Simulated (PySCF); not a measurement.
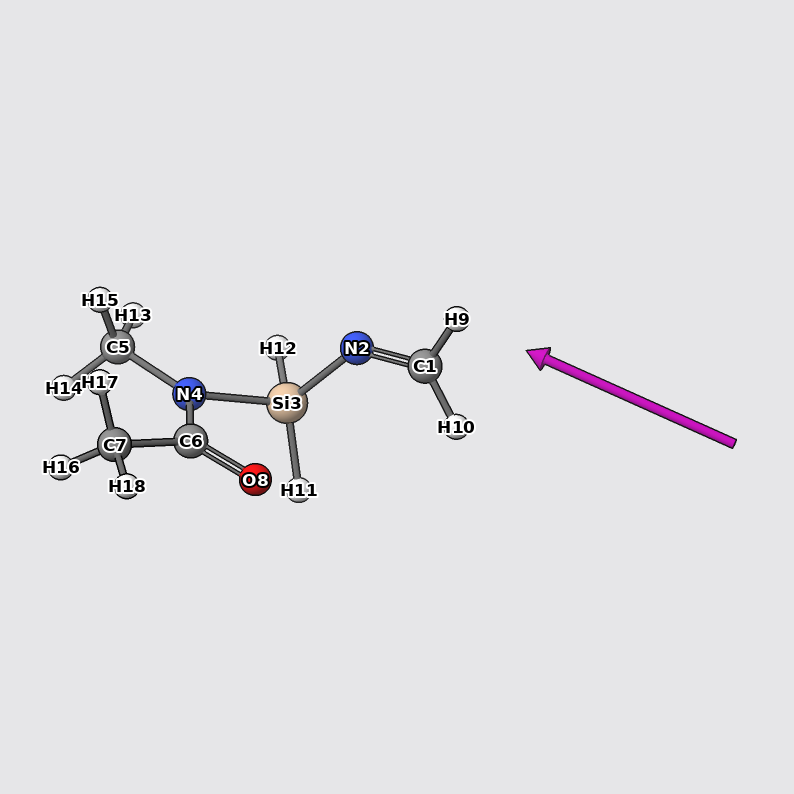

The arrow beside the molecule shows the direction of the dipole moment, from the negative to the positive end (its length means nothing). The computed structure is the end point of a GFN2-xTB optimisation. No frequency run is at hand to confirm it as a minimum. Properties computed with CAM-B3LYP/def2-SVPD, gas phase (PySCF 2.14.0).

### How large is the dipole moment?

2.10 D; it points from the side of H10 to the side of H14, H15 (the outermost atoms at the two ends).

The geometry is semi-empirical. Around Si such bond lengths and angles can be off by a tenth of an ångström or more and by several degrees, and values that hang on the shape move with them.
